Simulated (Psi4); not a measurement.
# CISDT/6-31+G(d) (Cartesian functions, calc s squared yes) run of BH3 (borane)

What is the vertical singlet–triplet gap of BH3 (borane) at CISDT/6-31+G* (Cartesian functions, calc s squared yes)? 

The calculation is run with Psi4 1.11.

1 further run of the same task is left out (it didn't finish).

**1. The structure to begin with**

BH3: 4 atoms, total charge 0, spin state singlet. SMILES: `B`. The shape is that of a PBE0-D4/def2-TZVP optimisation.

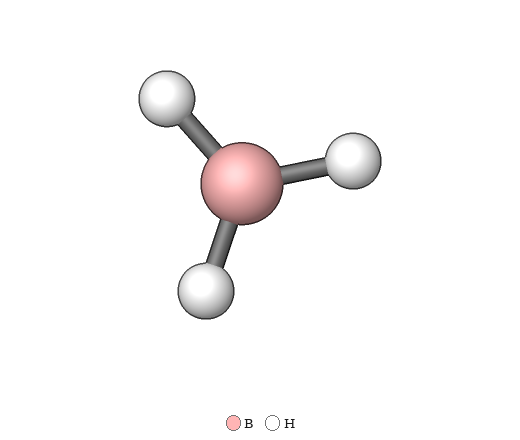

The structure, seen from a chosen angle (boron pink, hydrogen white).

**2. A single-point energy at CISDT/6-31+G(d) (Cartesian functions, calc s squared yes)**

run.py

```python
import numpy as np
from ase.calculators.psi4 import Psi4
from ase import Atoms

a = Atoms(['B', 'H', 'H', 'H'], positions=[
    [0.013900, -0.015100, -0.005100],
    [0.982200, 0.381700, 0.568800],
    [-0.276200, -1.171800, 0.043000],
    [-0.664400, 0.744900, -0.626900],
])
calc = Psi4(atoms=a, method='cisdt', basis='6-31+G*', memory='1600MB', num_threads=1, charge=0, multiplicity=1, label='bh3')
calc.psi4.set_options({'scf_type': 'pk', 'num_roots': 2, 'calc_s_squared': True})
a.calc = calc

print(f'energy: {a.get_potential_energy():.6f} eV')
```

Command:

```bash
python run.py
```

bh3.dat:

```text
[...]
  Running in c1 symmetry.
[...]
  Nuclear repulsion =    7.418838234776623
[...]
  Multiplicity = 1
[...]
  Nalpha       = 4
  Nbeta        = 4
[...]
    Number of basis functions: 25
[...]
   @RHF iter   1:   -26.38683421148799   -7.47872e-01   2.53432e-03 ADIIS/DIIS
[...]
   @RHF iter   7:   -26.39065600576538   -1.23173e-11   7.48562e-09 DIIS
[...]
    Orbital Energies [Eh]
    ---------------------
    Doubly Occupied:
       1A     -7.613401     2A     -0.704448     3A     -0.498235
       4A     -0.498225
[...]
  @RHF Final Energy:   -26.39065600576538
[...]
 Multipole Moments:
 ------------------------------------------------------------------------------------
     Multipole            Electronic (a.u.)      Nuclear  (a.u.)        Total (a.u.)
 ------------------------------------------------------------------------------------
 L = 1.  Multiply by 2.5417464519 to convert [e a0] to [Debye]
 Dipole X            :          0.0001127           -0.0000804            0.0000323
 Dipole Y            :         -0.0000994            0.0000804           -0.0000190
 Dipole Z            :         -0.0002399            0.0001608           -0.0000791
 Magnitude           :                                                    0.0000875
[...]
   ==> Energetics <==
    SCF energy =          -26.390656005765383
    Total CI energy =     -26.488336319447505
[...]
```

Standard output:

```text
energy: -720.784345 eV
```

Run time: 33 s. Hardware: 1 thread of Intel Xeon Platinum 8259CL at 2.50GHz (Skylake/Cascade Lake), shared host; peak memory 0.23 GiB.

**3. The triplet**

bh3.xyz

```xyz
4
BH3
B      0.013900    -0.015100    -0.005100
H      0.982200     0.381700     0.568800
H     -0.276200    -1.171800     0.043000
H     -0.664400     0.744900    -0.626900
```

bh3.py

```python
import psi4

psi4.set_memory('1600 MB')
psi4.set_num_threads(1)
psi4.set_output_file('run.log', False)

with open('bh3.xyz') as f:
    atoms = ''.join(f.readlines()[2:])
m = psi4.geometry('0 3\n' + atoms + 'symmetry c1\nno_reorient\nno_com')

psi4.set_options({
    'basis': '6-31+G*',
    'reference': 'rohf',
    'scf_type': 'pk',
    'num_roots': 2,
    'calc_s_squared': True,
})

energy_value = psi4.energy("cisdt")
print(f'total energy {energy_value:.8f} hartree = {energy_value * 27.211386:.5f} eV')
```

Command:

```bash
python bh3.py
```

run.log:

```text
[...]
  Running in c1 symmetry.
[...]
  Nuclear repulsion =    7.418838234776622
[...]
  Multiplicity = 3
[...]
  Nalpha       = 5
  Nbeta        = 3
[...]
    Number of basis functions: 25
[...]
   @ROHF iter   1:   -26.16922426355615   -5.30262e-01   4.15117e-03 DIIS
[...]
   @ROHF iter  14:   -26.18133216066393   -8.10019e-13   2.09988e-09 DIIS
[...]
    Orbital Energies [Eh]
    ---------------------
    Doubly Occupied:
       1A     -7.598287     2A     -0.708688     3A     -0.494218
    Singly Occupied:
       4A     -0.364403     5A     -0.067718
[...]
  @ROHF Final Energy:   -26.18133216066393
[...]
 Multipole Moments:
 ------------------------------------------------------------------------------------
     Multipole            Electronic (a.u.)      Nuclear  (a.u.)        Total (a.u.)
 ------------------------------------------------------------------------------------
 L = 1.  Multiply by 2.5417464519 to convert [e a0] to [Debye]
 Dipole X            :         -0.0954402            0.2099486            0.1145084
 Dipole Y            :          0.6851502           -0.2280899            0.4570602
 Dipole Z            :          0.0578252           -0.0767229           -0.0188977
 Magnitude           :                                                    0.4715648
[...]
Warning: iopen=0,opentype!=closed. Making iopen=1
[...]
   ==> Energetics <==
    SCF energy =          -26.181332160663931
    Total CI energy =     -26.290331551178106
[...]
```

The script printed:

```text
total energy -26.29033155 hartree = -715.39636 eV
```

Wall time 2 min (1 thread of Intel Xeon Platinum 8259CL at 2.50GHz (Skylake/Cascade Lake), shared host); peak memory 0.22 GiB.

**4. Summary of results**

At CISDT/6-31+G* (Cartesian functions, calc s squared yes):

| quantity | value |
| --- | --- |
| singlet: total energy | -26.48834 Eh |
| singlet: HOMO energy (Hartree–Fock orbitals) | -13.56 eV |
| singlet: LUMO energy (Hartree–Fock orbitals) | 1.01 eV |
| singlet: HOMO–LUMO gap (Hartree–Fock orbitals) | 14.57 eV |
| singlet: correlation energy | -97.7 mEh |
| singlet: lowest excitation energy | 6.00 eV |
| triplet: total energy | -26.29033 Eh |
| triplet: correlation energy | -109.0 mEh |
| vertical energy of the triplet above the singlet | 5.388 eV |

At this shape the triplet lies 5.39 eV (124 kcal/mol) above the singlet.
